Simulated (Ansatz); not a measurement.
# Au(111) with 4 thermally displaced layers, 2x2: scattering by thermal displacements, part 2 of 2

How much do lattice vibrations at 80 K scatter the electrons of Au? Layers with random displacements are laid between perfect leads, and the resistance is followed against their length. The measured value for the pure metal at this temperature is 0.481 µΩ cm (CRC Handbook of Chemistry and Physics, 84th ed., 2003, Electrical Resistivity of Pure Metals).

Ansatz 0.2.0; Ansatz plane-wave DFT, PBE, PAW files; ballistic transport by layer matching (Landauer), zero bias; PAW set soft_1.

So far, open channels per spin nearest the Fermi level: step 2 (with 4 displaced layers) 3.21.

## Step 3: With 8 displaced layers

System of this step: Au(111) with 8 thermally displaced layers, 2x2. The cell holds 56 atoms: 56 Au. Its edges and angles: a = 5.768 Å, b = 5.768 Å, c = 33.006 Å, α = 87.5°, β = 92.5°, γ = 120.0°. It derives from Au. Regions: lead, 24 atoms (24 Au); scattering region, 32 atoms (32 Au). The structure is stacked along c, and the current runs across the ab planes.

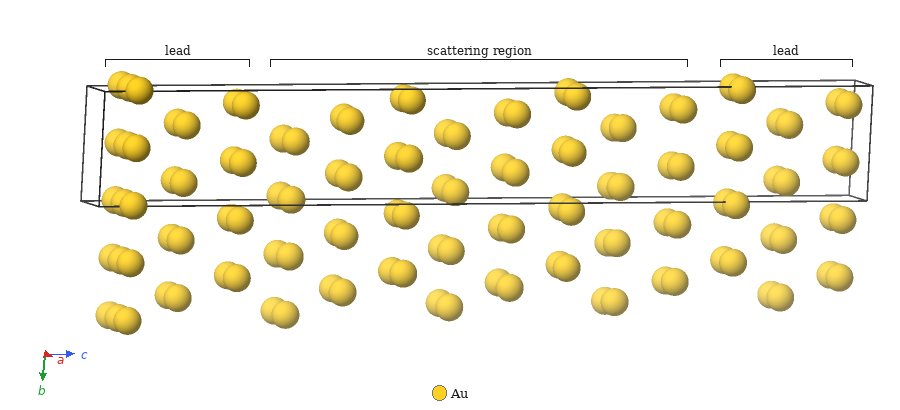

The cell of this step (gold yellow). 1×2×1 cells are drawn. Some periodic images of atoms are drawn too.

File input.yaml:

```yaml
crystal:
  lattice:
    - [5.7675164607, 0.0, 0.0]
    - [-2.8837582304, 4.9948157718, 0.0]
    - [-1.4418791152, 0.8324692953, 32.9641022945]
  atoms:
    - { symbol: Au, position: [0.005952381, 0.994047619, 0.0357142857] }
    - { symbol: Au, position: [0.005952381, 0.494047619, 0.0357142857] }
    - { symbol: Au, position: [0.505952381, 0.994047619, 0.0357142857] }
    - { symbol: Au, position: [0.505952381, 0.494047619, 0.0357142857] }
    - { symbol: Au, position: [0.1845238095, 0.3154761905, 0.1071428571] }
    - { symbol: Au, position: [0.1845238095, 0.8154761905, 0.1071428571] }
    - { symbol: Au, position: [0.6845238095, 0.3154761905, 0.1071428571] }
    - { symbol: Au, position: [0.6845238095, 0.8154761905, 0.1071428571] }
    - { symbol: Au, position: [0.3630952381, 0.1369047619, 0.1785714286] }
    - { symbol: Au, position: [0.3630952381, 0.6369047619, 0.1785714286] }
    - { symbol: Au, position: [0.8630952381, 0.1369047619, 0.1785714286] }
    - { symbol: Au, position: [0.8630952381, 0.6369047619, 0.1785714286] }
    - { symbol: Au, position: [0.0413226473, 0.9638561527, 0.2494330515] }
    - { symbol: Au, position: [0.0500946703, 0.4681108357, 0.249188435] }
    - { symbol: Au, position: [0.5604142128, 0.9740295511, 0.2516094364] }
    - { symbol: Au, position: [0.5575607408, 0.4685693468, 0.2533627273] }
    - { symbol: Au, position: [0.2219827135, 0.2796324936, 0.322328128] }
    - { symbol: Au, position: [0.2046321628, 0.7646922517, 0.3201130243] }
    - { symbol: Au, position: [0.7253605163, 0.2848003935, 0.3191370363] }
    - { symbol: Au, position: [0.7025791224, 0.7766966636, 0.3211480783] }
    - { symbol: Au, position: [0.4019998944, 0.1074936504, 0.3946899939] }
    - { symbol: Au, position: [0.4035211471, 0.6074937786, 0.3912236096] }
    - { symbol: Au, position: [0.8901096354, 0.1033506928, 0.3938485121] }
    - { symbol: Au, position: [0.9081129402, 0.6068302769, 0.3940267666] }
    - { symbol: Au, position: [0.075478162, 0.9055536738, 0.4631906792] }
    - { symbol: Au, position: [0.0838219384, 0.428868361, 0.4620303733] }
    - { symbol: Au, position: [0.5851634845, 0.918357123, 0.4639390443] }
    - { symbol: Au, position: [0.5830485243, 0.4303544437, 0.462148168] }
    - { symbol: Au, position: [0.2645800369, 0.2450000841, 0.5345645892] }
    - { symbol: Au, position: [0.2426864285, 0.7226920072, 0.534748339] }
    - { symbol: Au, position: [0.753931773, 0.2371495229, 0.5352250426] }
    - { symbol: Au, position: [0.7551930966, 0.7442701436, 0.5372366026] }
    - { symbol: Au, position: [0.4331659632, 0.0627832585, 0.6079462662] }
    - { symbol: Au, position: [0.4506671914, 0.5619748128, 0.6079078174] }
    - { symbol: Au, position: [0.9278637288, 0.0785568303, 0.6081263517] }
    - { symbol: Au, position: [0.9453357982, 0.5651540556, 0.6055874597] }
    - { symbol: Au, position: [0.1241423097, 0.8945378102, 0.6772782084] }
    - { symbol: Au, position: [0.1027066411, 0.3913684624, 0.6783157912] }
    - { symbol: Au, position: [0.6322089324, 0.8809897367, 0.6777830586] }
    - { symbol: Au, position: [0.6037348617, 0.3707355575, 0.6772453228] }
    - { symbol: Au, position: [0.3048867427, 0.2071913404, 0.7490925662] }
    - { symbol: Au, position: [0.2838446172, 0.7138837537, 0.750981875] }
    - { symbol: Au, position: [0.7920132745, 0.2044262229, 0.7504557211] }
    - { symbol: Au, position: [0.7917231678, 0.7014762455, 0.7509282317] }
    - { symbol: Au, position: [0.4702380952, 0.0297619048, 0.8214285714] }
    - { symbol: Au, position: [0.4702380952, 0.5297619048, 0.8214285714] }
    - { symbol: Au, position: [0.9702380952, 0.0297619048, 0.8214285714] }
    - { symbol: Au, position: [0.9702380952, 0.5297619048, 0.8214285714] }
    - { symbol: Au, position: [0.1488095238, 0.8511904762, 0.8928571429] }
    - { symbol: Au, position: [0.1488095238, 0.3511904762, 0.8928571429] }
    - { symbol: Au, position: [0.6488095238, 0.8511904762, 0.8928571429] }
    - { symbol: Au, position: [0.6488095238, 0.3511904762, 0.8928571429] }
    - { symbol: Au, position: [0.3273809524, 0.1726190476, 0.9642857143] }
    - { symbol: Au, position: [0.3273809524, 0.6726190476, 0.9642857143] }
    - { symbol: Au, position: [0.8273809524, 0.1726190476, 0.9642857143] }
    - { symbol: Au, position: [0.8273809524, 0.6726190476, 0.9642857143] }
kpoints:
  mp_grid: { grid: [5, 5, 1] }
hamiltonian:
  xc: pbe
  pseudopotentials: { kind: paw, azcp: { folder: soft_1 } }
scf:
  occupations: { method: fermi_dirac, width: 0.1 }
output:
  transmission:
    leads: [[0, 4]]
    kmesh: [10, 10]
    e_range: [-0.05, 0.05]
    de: 0.05
  write_potential: true
  write_density: true
  volumetric_format: npy
```

Command:

```sh
> ansatz run input.yaml --threads 4 --pin off --max-ram 15360MiB --backend cpu --events-out ev --progress --plain --runs-dir out
```

Numbers of over 12 decimals in the logs are rounded to 6 here.

Output:

```text
[...]
Crystal: 56 atoms, lattice volume = 949.619 Å³
Basis set: ecut = 420 eV, 18659 PW (Γ)
Bands: 639, of which v1, the nominal top of the filled ones, is band 532 counted from 1 (531 counted from 0)
Symmetry: 1 space group operations
[...]
k-points: 13 of 25 (time reversal used)
[...]
SCF iter   1: F=—  HF=-736479.286757 eV  |F-HF|=—  |Δ(HF+E_count)|=         —  Δρ=6.75e-2  dr2=4.76e1  ethr=3.10e-3  ⟨swp⟩=4.0  Hψ=24732  notcnv=0  defer=150
[...]
SCF iter  10: F=-736465.317992 eV  HF=-736465.317992 eV  |F-HF|=3.49e-8  |Δ(HF+E_count)|=   4.31e-9  Δρ=8.62e-7  dr2=3.70e-8  ethr=9.40e-12  ⟨swp⟩=8.8  Hψ=31812  notcnv=0
SCF 1 converged in 10 iterations: F = -736465.317992 eV  dr2 = 3.70e-8
[...]
transmission: 230 of 2288 steps passed
transmission: 458 of 2288 steps passed
[...]
transmission: 2288 of 2288 steps passed
SCF converged after 10 iterations
Free energy (F): -736465.317992 eV
[...]
Internal energy: -736464.652982 eV  (E = F + TS)
E sigma→0 (E₀):  -736464.985487 eV
Entropy (-TS):   -0.665010 eV (-11.875 meV/atom)
Fermi energy:    20.726406 eV
[...]
--- Band table (eV; the first three rows and the last of 13) ---
  k-point 0: bands = [... 528 lower, 20.8530, 21.1795, 21.2017, 21.4146, 21.4256, 21.4527, 21.4838, 21.6111, ... 103 higher]
  k-point 1: bands = [... 528 lower, 20.3900, 20.4930, 20.6035, 20.6954, 20.7620, 20.7782, 20.8426, 20.9122, ... 103 higher]
  k-point 2: bands = [... 528 lower, 20.5027, 20.5435, 20.5639, 20.6402, 20.7312, 20.7682, 20.8562, 21.0058, ... 103 higher]
  k-point 12: bands = [... 528 lower, 19.9284, 19.9353, 20.1510, 20.8107, 20.9784, 21.1634, 21.2147, 21.2922, ... 103 higher]
--- Transmission ---
  basis      : 253 plane waves across, 44 finite elements along
  points     : 52, standing for a mesh of 10 x 10
[...]
channels       : 3.210000e0 a spin
[...]
junction   : crystal 0 to crystal 0, 0.70 to 31.31 Å
    transmission   : 3.159370e0 a spin
[...]
```

It took 12 min on 4 threads of Intel Xeon Platinum 8488C (Sapphire Rapids), shared host; peak memory 8.1 GiB.

This step gave:

| Property | Result |
| --- | --- |
| free energy | -736465.3180 eV |
| energy at zero smearing | -736464.9855 eV |
| transmission per spin nearest the Fermi level | 3.159 |
| step of the lead's potential | 2.7 meV |

Per spin. Table of transmission, zone mean by energy, zero at the Fermi level:

```csv
energy (eV),"transmission, zone mean"
-0.0500,3.15
0.0000,3.16
0.0500,3.16
```

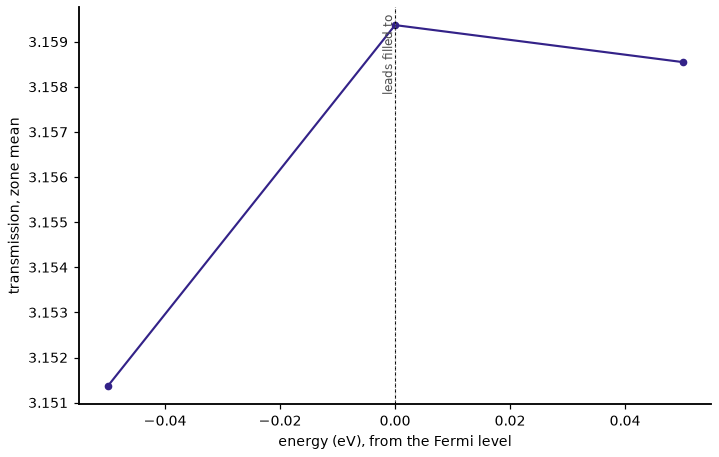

Transmission, zone mean, plotted against energy.

Over the solved energies the transmission per spin lies between 3.15 and 3.16, out of 3.21 channels of the lead on average (up to 3.21).

## Step 4: With 12 displaced layers

System of this step: Au(111) with 12 thermally displaced layers, 2x2. The cell holds 72 atoms: 72 Au. Its edges and angles: a = 5.768 Å, b = 5.768 Å, c = 42.382 Å, α = 90.0°, β = 90.0°, γ = 120.0°. It derives from Au. Regions: lead, 24 atoms (24 Au); scattering region, 48 atoms (48 Au). The structure is stacked along c, and the current runs across the ab planes.

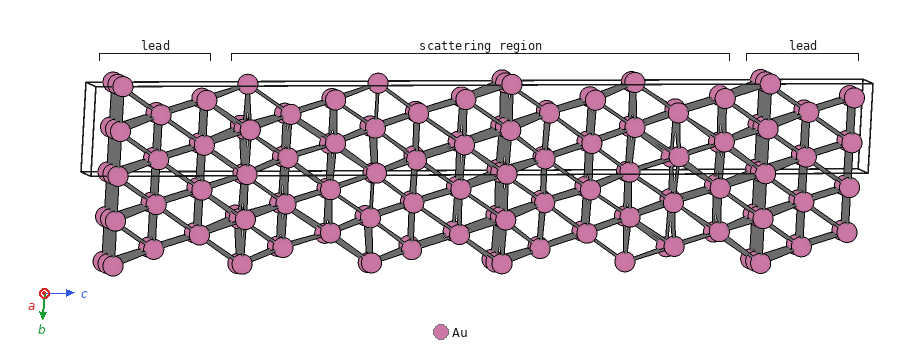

The cell of this step (gold pink). 1×2×1 cells are drawn. Some periodic images of atoms are drawn too.

File input.yaml:

```yaml
crystal:
  lattice:
    - [5.7675164607, 0.0, 0.0]
    - [-2.8837582304, 4.9948157718, 0.0]
    - [0.0, 0.0, 42.3824172358]
  atoms:
    - { symbol: Au, position: [0.0, 0.0, 0.0277777778] }
    - { symbol: Au, position: [0.0, 0.5, 0.0277777778] }
    - { symbol: Au, position: [0.5, 0.0, 0.0277777778] }
    - { symbol: Au, position: [0.5, 0.5, 0.0277777778] }
    - { symbol: Au, position: [0.1666666667, 0.3333333333, 0.0833333333] }
    - { symbol: Au, position: [0.1666666667, 0.8333333333, 0.0833333333] }
    - { symbol: Au, position: [0.6666666667, 0.3333333333, 0.0833333333] }
    - { symbol: Au, position: [0.6666666667, 0.8333333333, 0.0833333333] }
    - { symbol: Au, position: [0.3333333333, 0.1666666667, 0.1388888889] }
    - { symbol: Au, position: [0.3333333333, 0.6666666667, 0.1388888889] }
    - { symbol: Au, position: [0.8333333333, 0.1666666667, 0.1388888889] }
    - { symbol: Au, position: [0.8333333333, 0.6666666667, 0.1388888889] }
    - { symbol: Au, position: [0.9756225723, 0.9873112968, 0.194091875] }
    - { symbol: Au, position: [0.9933447092, 0.4885392935, 0.1948257895] }
    - { symbol: Au, position: [0.5112188551, 0.0044399678, 0.1947049172] }
    - { symbol: Au, position: [0.5090512146, 0.5039812316, 0.1931191833] }
    - { symbol: Au, position: [0.1712955273, 0.3460446969, 0.2486804214] }
    - { symbol: Au, position: [0.1652825403, 0.8295029388, 0.2489582322] }
    - { symbol: Au, position: [0.6585407577, 0.3343277493, 0.2503658322] }
    - { symbol: Au, position: [0.6621838349, 0.819098997, 0.2496650363] }
    - { symbol: Au, position: [0.3409405528, 0.1759866997, 0.3063357214] }
    - { symbol: Au, position: [0.3458226705, 0.6774664844, 0.3065113741] }
    - { symbol: Au, position: [0.82666952, 0.1672379993, 0.3047282549] }
    - { symbol: Au, position: [0.8047586077, 0.6501205999, 0.3079788764] }
    - { symbol: Au, position: [0.9794400053, 0.977929543, 0.3604326362] }
    - { symbol: Au, position: [0.0127389718, 0.4995574525, 0.361584522] }
    - { symbol: Au, position: [0.4972859516, 0.9991807235, 0.3625805289] }
    - { symbol: Au, position: [0.5063611896, 0.4991509708, 0.3621454651] }
    - { symbol: Au, position: [0.1747476305, 0.3311759422, 0.4169798701] }
    - { symbol: Au, position: [0.1655438042, 0.8267548669, 0.4180017833] }
    - { symbol: Au, position: [0.6621936617, 0.327235501, 0.4147226028] }
    - { symbol: Au, position: [0.6633871745, 0.8483490508, 0.4153440974] }
    - { symbol: Au, position: [0.3351881926, 0.1630526133, 0.4728154053] }
    - { symbol: Au, position: [0.3346470875, 0.6590251994, 0.4718836344] }
    - { symbol: Au, position: [0.8347441121, 0.1677942334, 0.4721891484] }
    - { symbol: Au, position: [0.8337606181, 0.6728623429, 0.4737501713] }
    - { symbol: Au, position: [0.0009648859, 0.9927143338, 0.5282371115] }
    - { symbol: Au, position: [0.0027929561, 0.5045441058, 0.5299179506] }
    - { symbol: Au, position: [0.4981194713, 0.9998867788, 0.5267492153] }
    - { symbol: Au, position: [0.4947355036, 0.4943974894, 0.5296337168] }
    - { symbol: Au, position: [0.1664431239, 0.3277035795, 0.5855716795] }
    - { symbol: Au, position: [0.159583454, 0.8418112812, 0.5845122619] }
    - { symbol: Au, position: [0.6702741225, 0.3307626455, 0.5831832243] }
    - { symbol: Au, position: [0.6676076887, 0.8410711648, 0.5806315876] }
    - { symbol: Au, position: [0.3297229161, 0.1681623506, 0.6382146883] }
    - { symbol: Au, position: [0.3166434987, 0.6642763479, 0.638012832] }
    - { symbol: Au, position: [0.8470332549, 0.1804222044, 0.6389693758] }
    - { symbol: Au, position: [0.8158795927, 0.6647354295, 0.6378168234] }
    - { symbol: Au, position: [0.0141391231, 0.0166500981, 0.6948126864] }
    - { symbol: Au, position: [0.0248045473, 0.5149087389, 0.6952524772] }
    - { symbol: Au, position: [0.4936946295, 0.0020562175, 0.6928908728] }
    - { symbol: Au, position: [0.5109866326, 0.5023499983, 0.6961832556] }
    - { symbol: Au, position: [0.1613687538, 0.3155726721, 0.7509137696] }
    - { symbol: Au, position: [0.1847311011, 0.8511425899, 0.7490419969] }
    - { symbol: Au, position: [0.6610972849, 0.3354192847, 0.748946033] }
    - { symbol: Au, position: [0.6514778341, 0.8239563235, 0.7531666629] }
    - { symbol: Au, position: [0.3246904666, 0.1578957271, 0.8051706442] }
    - { symbol: Au, position: [0.3411702787, 0.6804212785, 0.8067737348] }
    - { symbol: Au, position: [0.8416632283, 0.1681153116, 0.8058561044] }
    - { symbol: Au, position: [0.8218508564, 0.6528437312, 0.8080373804] }
    - { symbol: Au, position: [0.0, 0.0, 0.8611111111] }
    - { symbol: Au, position: [0.0, 0.5, 0.8611111111] }
    - { symbol: Au, position: [0.5, 0.0, 0.8611111111] }
    - { symbol: Au, position: [0.5, 0.5, 0.8611111111] }
    - { symbol: Au, position: [0.1666666667, 0.3333333333, 0.9166666667] }
    - { symbol: Au, position: [0.1666666667, 0.8333333333, 0.9166666667] }
    - { symbol: Au, position: [0.6666666667, 0.3333333333, 0.9166666667] }
    - { symbol: Au, position: [0.6666666667, 0.8333333333, 0.9166666667] }
    - { symbol: Au, position: [0.3333333333, 0.1666666667, 0.9722222222] }
    - { symbol: Au, position: [0.3333333333, 0.6666666667, 0.9722222222] }
    - { symbol: Au, position: [0.8333333333, 0.1666666667, 0.9722222222] }
    - { symbol: Au, position: [0.8333333333, 0.6666666667, 0.9722222222] }
kpoints:
  mp_grid: { grid: [5, 5, 1] }
hamiltonian:
  xc: pbe
  pseudopotentials: { kind: paw, azcp: { folder: soft_1 } }
scf:
  occupations: { method: fermi_dirac, width: 0.1 }
output:
  transmission:
    leads: [[0, 4]]
    kmesh: [10, 10]
    e_range: [-0.05, 0.05]
    de: 0.05
  write_potential: true
  write_density: true
  volumetric_format: npy
```

Output:

```text
[...]
Crystal: 72 atoms, lattice volume = 1220.939 Å³
Basis set: ecut = 420 eV, 23937 PW (Γ)
Bands: 821, of which v1, the nominal top of the filled ones, is band 684 counted from 1 (683 counted from 0)
Symmetry: 1 space group operations
[...]
k-points: 13 of 25 (time reversal used)
[...]
SCF iter   1: F=—  HF=-946901.526034 eV  |F-HF|=—  |Δ(HF+E_count)|=         —  Δρ=6.75e-2  dr2=6.11e1  ethr=3.10e-3  ⟨swp⟩=4.0  Hψ=31715  notcnv=0  defer=233
[...]
SCF iter  10: F=-946883.609403 eV  HF=-946883.609403 eV  |F-HF|=9.45e-8  |Δ(HF+E_count)|=   2.12e-8  Δρ=8.96e-7  dr2=9.90e-8  ethr=7.31e-12  ⟨swp⟩=7.7  Hψ=41185  notcnv=0
SCF 1 converged in 10 iterations: F = -946883.609403 eV  dr2 = 9.90e-8
[...]
transmission: 278 of 2756 steps passed
transmission: 552 of 2756 steps passed
[...]
transmission: 2756 of 2756 steps passed
SCF converged after 10 iterations
Free energy (F): -946883.609403 eV
[...]
Internal energy: -946882.810351 eV  (E = F + TS)
E sigma→0 (E₀):  -946883.209877 eV
Entropy (-TS):   -0.799052 eV (-11.098 meV/atom)
Fermi energy:    20.709472 eV
[...]
--- Band table (eV; the first three rows and the last of 13) ---
  k-point 0: bands = [... 680 lower, 20.9107, 21.3340, 21.3561, 21.3646, 21.3700, 21.3845, 21.3934, 21.5969, ... 133 higher]
  k-point 1: bands = [... 680 lower, 20.4299, 20.5489, 20.5761, 20.6939, 20.7192, 20.8008, 20.8287, 20.9206, ... 133 higher]
  k-point 2: bands = [... 680 lower, 20.4968, 20.5323, 20.5724, 20.6119, 20.7394, 20.7576, 20.7735, 20.8034, ... 133 higher]
  k-point 12: bands = [... 680 lower, 19.9369, 20.3465, 20.3507, 20.7427, 20.7671, 21.0256, 21.0293, 21.4730, ... 133 higher]
--- Transmission ---
  basis      : 253 plane waves across, 53 finite elements along
  points     : 52, standing for a mesh of 10 x 10
[...]
channels       : 3.210000e0 a spin
[...]
junction   : crystal 0 to crystal 0, 0.70 to 40.73 Å
    transmission   : 3.091173e0 a spin
[...]
```

Elapsed: 18 min, on 4 threads; peak memory 9.9 GiB.

This step gave:

* free energy: -946883.6094 eV
* energy at zero smearing: -946883.2099 eV
* Fermi energy: 20.71 eV
* transmission per spin nearest the Fermi level: 3.091
* step of the lead's potential: 3.8 meV

Per spin. Transmission, zone mean against energy, zero at the Fermi level:

```csv
energy (eV),"transmission, zone mean"
-0.0500,3.08
0.0000,3.09
0.0500,3.08
```

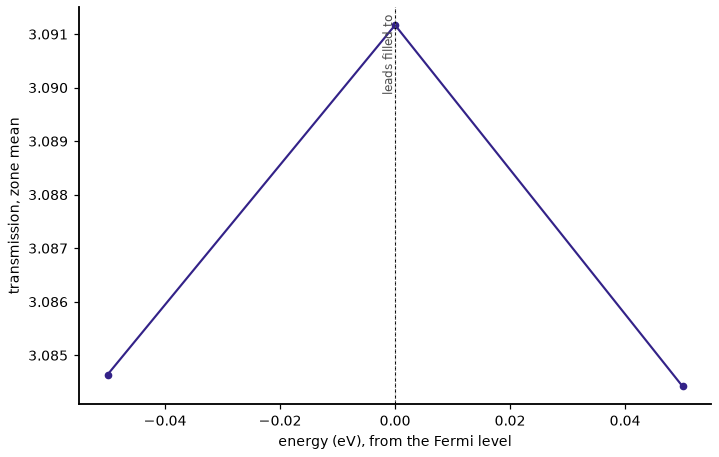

Transmission, zone mean, plotted against energy.

Over the solved energies the transmission per spin lies between 3.08 and 3.09, out of 3.21 channels of the lead on average (up to 3.21).

## Step 5: The fit

This step: Ansatz plane-wave DFT, PBE, PAW files; ballistic transport by layer matching (Landauer), zero bias; resistivity from the slope of the area resistance; PAW set soft_1 (Ansatz 0.2.0).

Numbers from this step:

```yaml
resistivity: 1.897 µΩ cm
intercept: -0.01025 fΩ m²
scatter_about_the_fit: 0.004114 fΩ m²
```

Resistance, by row:

```csv
run,length (Å),T,channels N,RA (fΩ m²)
n4,9.418,3.181,3.21,0.01052
n8,18.84,3.156,3.21,0.01966
n12,28.25,3.087,3.21,0.04625
```

Area resistance against length of the displaced region:

```csv
length of the displaced region (Å),area resistance (fΩ m²)
9.42,0.0105
18.84,0.0197
28.25,0.0463
```

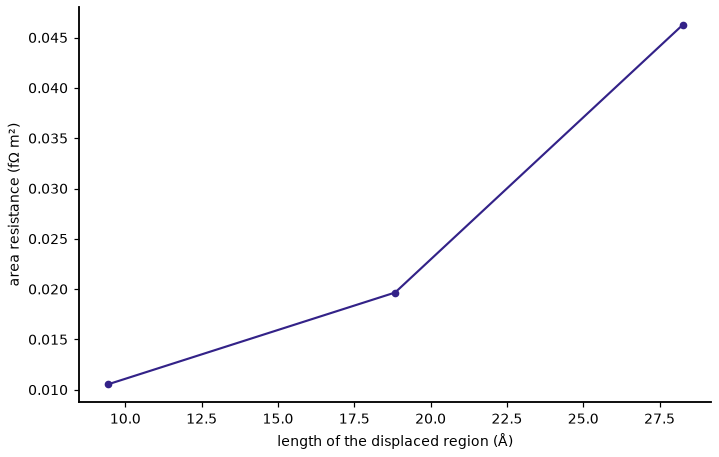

Area resistance, plotted against length of the displaced region.

The area resistance goes from 0.011 to 0.046 fΩ m² between 9.4 and 28.3 Å, a slope of 1.9 µΩ cm.

By hand from the end points: (0.04625 − 0.01052) fΩ m² / (28.25 − 9.42) Å = 1.9 µΩ cm, since 1 fΩ m² per Å is 1000 µΩ cm.

## Step 6: Summary of results

* resistivity from the slope: 1.90 µΩ cm
* area resistance over 9.42 Å: 0.0105 fΩ m²
* area resistance over 18.8 Å: 0.0197 fΩ m²
* area resistance over 28.3 Å: 0.0463 fΩ m²

**Reading.** The slope gives 1.9 µΩ cm. The points scatter by 0.0041 fΩ m² about the line, with one random draw a length in a 2x2 cell, so the slope is a rough value. The mean square of the displacements drawn is 0.78, 0.91 and 1.0 of the nominal one at the three lengths; with each resistance scaled back by that, the slope is 1.7 µΩ cm, the value used below. Read with a model of isotropic scattering on a spherical Fermi surface and the lead's 0.86×10¹⁵ S/m², this slope means a mean free path near 647 Å; over these lengths the model's slope is 1.25 times its bulk resistivity, which would be 1.3 µΩ cm. Uncorrelated displacements put too much weight on short waves, which scatter strongly; with the sideways repeat of a small cell, one draw and three short lengths, the method is good to a factor of two or three. The measured value is 0.481 µΩ cm (CRC Handbook of Chemistry and Physics, 84th ed., 2003, Electrical Resistivity of Pure Metals); the scaled slope is 3.5 times that and the corrected value 2.8: clearly high. Spin-orbit coupling is left out, which matters for Au.

[Logs are printed without paths, hosts, clocks, repeated set-up lines and the standing remarks that a program may print on its own settings, such as how far it seeks lower states.]

[Hosts, paths, dates, database ids (printed as entryN), source tags and the programs' standing remarks are cut or masked in the printed files.]
